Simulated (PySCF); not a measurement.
# AlNH4 (AlH2(NH2)): B3LYP/STO-6G

What is the vertical singlet–triplet gap of AlNH4 (AlH2(NH2)) at B3LYP/STO-6G? The job is set up through a Python script.

The calculation is run with PySCF 2.14.0.

5 further runs of the same task are left out: 5 set aside as unsound or not needed.

## Step 1: Starting point

The species is AlNH4 (6 atoms), meant as a singlet with charge 0. SMILES: `[H][Al]([H])[NH2]`. Geometry: a GFN2-xTB relaxation, a rough one for these elements and not checked as a minimum.

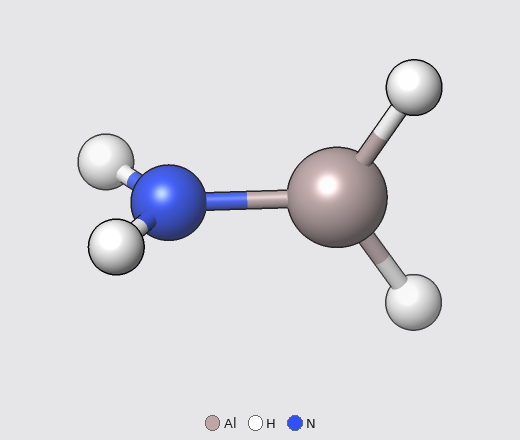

Viewed from a chosen angle; aluminium light grey, hydrogen white, nitrogen blue.

## Step 2: A single-point energy at B3LYP/STO-6G

run.py reads:

```python
# AlH2(NH2)
from pyscf import gto, dft

molecule = gto.Mole()
molecule.atom = [
    ('Al', (0.411220, 0.709780, 0.004090)),
    ('H', (1.951140, 0.754090, 0.040220)),
    ('H', (-0.317540, 2.068550, -0.020570)),
    ('N', (-0.477760, -0.827010, -0.006690)),
    ('H', (-0.803830, -1.337930, -0.819770)),
    ('H', (-0.763230, -1.367490, 0.802720)),
]
molecule.verbose = 4
molecule.basis = 'sto-6g'
molecule.max_memory = 1860
molecule.build()

myscf = dft.RKS(molecule, xc='b3lyp')
myscf.conv_tol = 1e-10
myscf.grids.level = 5
myscf.kernel()
if not myscf.converged:
    myscf = myscf.newton().run(myscf.mo_coeff, myscf.mo_occ)

e_final = myscf.e_tot
print(f'total energy: {e_final:.8f} hartree')
```

Run with:

```
OMP_NUM_THREADS=1 python run.py
```

Log:

```text
PySCF version 2.14.0

[INPUT] num. atoms = 6
[INPUT] num. electrons = 24
[INPUT] charge = 0
[INPUT] spin (= nelec alpha-beta = 2S) = 0
[INPUT] symmetry False subgroup None
[INPUT] Mole.unit = angstrom
[INPUT] Symbol           X                Y                Z      unit          X                Y                Z       unit  Magmom
[INPUT]  1 Al     0.411220000000   0.709780000000   0.004090000000 AA    0.777093176944   1.341289808694   0.007728979849 Bohr   0.0
[INPUT]  2 H      1.951140000000   0.754090000000   0.040220000000 AA    3.687120230684   1.425023573273   0.076004784730 Bohr   0.0
[INPUT]  3 H     -0.317540000000   2.068550000000  -0.020570000000 AA   -0.600063633594   3.908992974969  -0.038871666382 Bohr   0.0
[INPUT]  4 N     -0.477760000000  -0.827010000000  -0.006690000000 AA   -0.902835553272  -1.562822402277  -0.012642267773 Bohr   0.0
[INPUT]  5 H     -0.803830000000  -1.337930000000  -0.819770000000 AA   -1.519018550709  -2.528321273839  -1.549140785135 Bohr   0.0
[INPUT]  6 H     -0.763230000000  -1.367490000000   0.802720000000 AA   -1.442295670052  -2.584181578081   1.516920954711 Bohr   0.0

nuclear repulsion = 52.4972813227875
number of shells = 12
number of NR pGTOs = 108
number of NR cGTOs = 18
basis = sto-6g
ecp = {}

******** <class 'pyscf.dft.rks.RKS'> ********
method = RKS
initial guess = minao
damping factor = 0
level_shift factor = 0
DIIS = <class 'pyscf.scf.diis.CDIIS'>
diis_start_cycle = 1
diis_space = 8
diis_damp = 0
SCF conv_tol = 1e-10
SCF conv_tol_grad = None
SCF max_cycles = 50
direct_scf = True
direct_scf_tol = 1e-13
XC library pyscf.dft.libxc version 7.0.0
    S. Lehtola, C. Steigemann, M. J.T. Oliveira, and M. A.L. Marques.,  SoftwareX 7, 1–5 (2018)
XC functionals = b3lyp
    P. J. Stephens, F. J. Devlin, C. F. Chabalowski, and M. J. Frisch.,  J. Phys. Chem. 98, 11623 (1994)
radial grids:
    Treutler-Ahlrichs [JCP 102, 346 (1995); DOI:10.1063/1.469408] (M4) radial grids

becke partition: Becke, JCP 88, 2547 (1988); DOI:10.1063/1.454033
pruning grids: <function nwchem_prune>
grids dens level: 5
symmetrized grids: False
atomic radii adjust function: <function treutler_atomic_radii_adjust>
small_rho_cutoff = 0
Set gradient conv threshold to 1e-05
Initial guess from minao.
tot grids = 179328
init E= -298.261743859138
  HOMO = -0.28958873730458  LUMO = 0.0654940061505687  gap/eV = 9.66229
cycle= 1 E= -298.351487397257  delta_E= -0.0897  |g|= 0.531  |ddm|= 2.73
  HOMO = 0.0655339215026212  LUMO = 0.12783474890693  gap/eV = 1.69529
cycle= 2 E= -298.368594580113  delta_E= -0.0171  |g|= 0.494  |ddm|= 1.37
  HOMO = -0.0892298005116146  LUMO = 0.146551456903686  gap/eV = 6.41593
cycle= 3 E= -298.441921866858  delta_E= -0.0733  |g|= 0.0227  |ddm|= 0.693
  HOMO = -0.0802792595136622  LUMO = 0.14890194946963  gap/eV = 6.23634
cycle= 4 E= -298.442150888077  delta_E= -0.000229  |g|= 0.006  |ddm|= 0.0568
  HOMO = -0.081562203543189  LUMO = 0.146983914950999  gap/eV = 6.21906
cycle= 5 E= -298.442164891491  delta_E= -1.4e-05  |g|= 0.000458  |ddm|= 0.0108
  HOMO = -0.0816873601858646  LUMO = 0.147173760706629  gap/eV = 6.22763
cycle= 6 E= -298.442165098883  delta_E= -2.07e-07  |g|= 6.31e-05  |ddm|= 0.00185
  HOMO = -0.0816718775537022  LUMO = 0.147180163356575  gap/eV = 6.22738
cycle= 7 E= -298.442165106478  delta_E= -7.59e-09  |g|= 7.99e-06  |ddm|= 0.00042
  HOMO = -0.0816697233482948  LUMO = 0.147177697823278  gap/eV = 6.22726
cycle= 8 E= -298.442165106579  delta_E= -1e-10  |g|= 7.52e-07  |ddm|= 5.39e-05
  HOMO = -0.0816700201674104  LUMO = 0.147177869638035  gap/eV = 6.22727
cycle= 9 E= -298.442165106579  delta_E= -4.55e-13  |g|= 4.62e-08  |ddm|= 2.12e-06
  HOMO = -0.0816700289385385  LUMO = 0.1471778638373  gap/eV = 6.22727
Extra cycle  E= -298.442165106579  delta_E= -5.68e-14  |g|= 2.31e-08  |ddm|= 1.79e-07
converged SCF energy = -298.442165106579
total energy: -298.44216511 hartree
```

Wall time 3.9 s (1 thread of Arm Neoverse V1, shared host); peak memory 0.19 GiB.

## Step 3: The triplet at the same level

input.xyz reads:

```xyz
6

Al     0.411220     0.709780     0.004090
H      1.951140     0.754090     0.040220
H     -0.317540     2.068550    -0.020570
N     -0.477760    -0.827010    -0.006690
H     -0.803830    -1.337930    -0.819770
H     -0.763230    -1.367490     0.802720
```

input.py reads:

```python
from pyscf import gto, dft

mol = gto.M(
    atom='input.xyz',
    spin=2,
    max_memory=1860,
    basis='sto-6g',
    verbose=3,
    charge=0,
)

mf = dft.UKS(mol)
mf.xc = 'b3lyp'
mf.conv_tol = 1e-10
mf.grids.level = 5
mf.kernel()
if not mf.converged:
    mf = mf.newton().run(mf.mo_coeff, mf.mo_occ)

e_tot = mf.e_tot
print('E(%s) = %.9f' % ('B3LYP', e_tot))
```

Run with:

```
OMP_NUM_THREADS=1 python input.py
```

Log:

```text
WARN: HOMO 0.0654940061505692 >= LUMO -0.289588737304581

WARN: HOMO 0.133156976014527 >= LUMO -0.0205413782399807

WARN: HOMO 0.126958981887577 >= LUMO -0.0809252727185292

WARN: HOMO 0.118429586875534 >= LUMO -0.0776311536695955

WARN: HOMO 0.119733137218578 >= LUMO -0.0769422558485432

WARN: HOMO 0.119757609437318 >= LUMO -0.0770846245259087

WARN: HOMO 0.119923932878694 >= LUMO -0.0771483027394794

WARN: HOMO 0.119902374501291 >= LUMO -0.0771508295659999

WARN: HOMO 0.119903404433522 >= LUMO -0.0771528250378108

WARN: HOMO 0.119904166614774 >= LUMO -0.0771539682353855

WARN: HOMO 0.119903922945011 >= LUMO -0.077154417990975

WARN: HOMO 0.119904175771618 >= LUMO -0.0771548027932695

converged SCF energy = -298.222836983682  <S^2> = 2.0014973  2S+1 = 3.000998
E(B3LYP) = -298.222836984
```

Run time: 6.3 s. Hardware: 1 thread of Arm Neoverse V1, shared host; peak memory 0.2 GiB.

## Step 4: Summary of results

At B3LYP/STO-6G:

| quantity | value |
| --- | --- |
| singlet: total energy | -298.44217 Eh |
| singlet: dipole moment | 0.51 D |
| singlet: HOMO energy | -2.22 eV |
| singlet: LUMO energy | 4.00 eV |
| singlet: HOMO–LUMO gap | 6.23 eV |
| triplet: total energy | -298.22284 Eh |
| triplet: dipole moment | 3.58 D |
| triplet: ⟨S²⟩ | 2.001 |
| vertical energy of the triplet above the singlet | 5.968 eV |

In words: At this shape the triplet lies 5.97 eV (138 kcal/mol) above the singlet. In a minimal basis such a difference can be off by several eV, whatever the method.
